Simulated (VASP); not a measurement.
Band structure of PbO (litharge). Method: LDA (Ceperley-Alder, Perdew-Zunger) with spin-orbit coupling, VASP's LDA PAW potentials (set 64) (plane waves; VASP).

The path is coarsely sampled, so an indirect gap can come out somewhat too large.

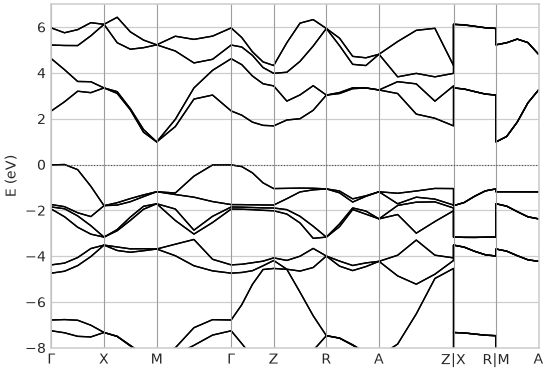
Figure: Bands along high-symmetry lines, zero at the valence-band maximum or, without a gap, the Fermi level

Read the plot: is there a gap, and where are the band edges?

The gap is indirect, 0.99 eV, from the valence maximum at Γ-X at 0.25 to the conduction minimum at M.

The compound is PbO in the litharge structure. It was relaxed first.
